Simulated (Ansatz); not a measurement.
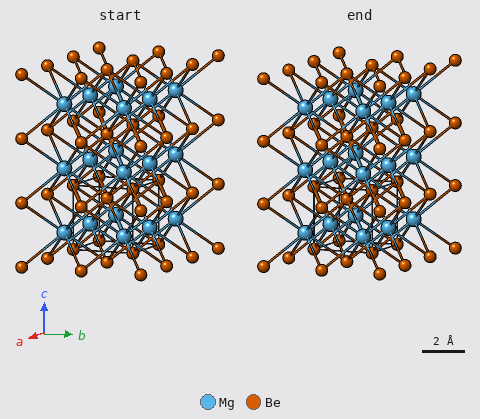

The structure of crystalline MgBe (a generated structure, set up in Pm-3m) before (left) and after (right) a relaxation, at one scale.

Style: ball-and-stick. Shown: the cell of the calculation, repeated 3 × 2 × 3 with one cell outlined, slightly off an axis.

All numbers below come from DFT PBE, scalar-relativistic, plane waves, PAW in Ansatz.

Input file:
```yaml
crystal:
  lattice:
    - [3.1654035142, 0.0, 0.0]
    - [0.0, 3.1654035142, 0.0]
    - [0.0, 0.0, 3.1654035142]
  atoms:
    - { symbol: Mg, position: [0.5, 0.5, 0.5] }
    - { symbol: Be, position: [0.0, 0.0, 0.0] }
basis:
  ecutwfc: 420
kpoints:
  mp_grid: { grid: [14, 14, 14] }
hamiltonian:
  xc: pbe
scf:
  occupations: { method: gaussian, width: 0.1 }
output:
  forces: true
  stress: true
  eigenvalues: true
relax:
  adjacent_minimum: "off"
  f_tol: 0.005
  max_steps: 80
  cell: { stress_tol: 0.05 }
```

**Summarise the run.**

The atoms keep their places relative to the cell (all moves are under 0.005 Å). The drawn cell changes as follows: a = b = c 3.165 → 3.086 Å (−2.5 %); the volume changes by −7.3 %. Near-neighbour distances that change, for instance: Mg1–Be2 2.741 → 2.673 Å. The space group stays Pm-3m (No. 221). The energy falls by 15.5 meV per atom in 3 accepted moves (4 points after the start). All forces vanish by symmetry, so only the cell relaxes. Pressure: −4.01 GPa at the start and −0.01 GPa at the end. The SCF was repeated once at an unchanged geometry on a basis and grid sized afresh for the cell, which shifted the energy by 0.1 meV per atom at most.
